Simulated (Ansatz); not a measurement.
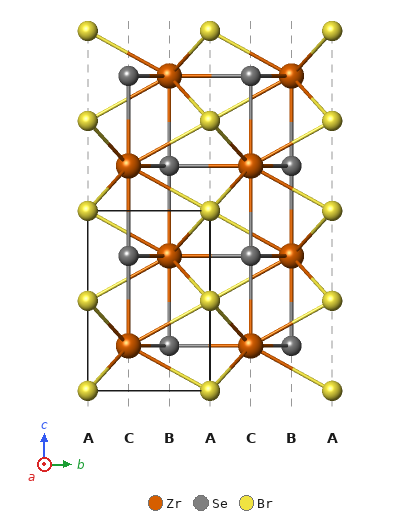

Projection along an edge of the hexagonal mesh, stacking direction c upwards. The dashed lines mark the three columns A (0, 0), B (1/3, 2/3) and C (2/3, 1/3). The sequence starts with the first layer at or above the cell's origin.

System ZrSeBr (space group P6_3/mmc, No. 194); source of the atomic positions: the input geometry of an electronic-structure calculation (not necessarily at equilibrium); the starting structure was generated, so it need not be a known form of this composition.

Question: Give the sequence of layers in one repeat, with element and column.

Answer: Br(A) – Se(B)+Zr(C) – Br(A) – Zr(B)+Se(C) (four layers in 6.24 Å).
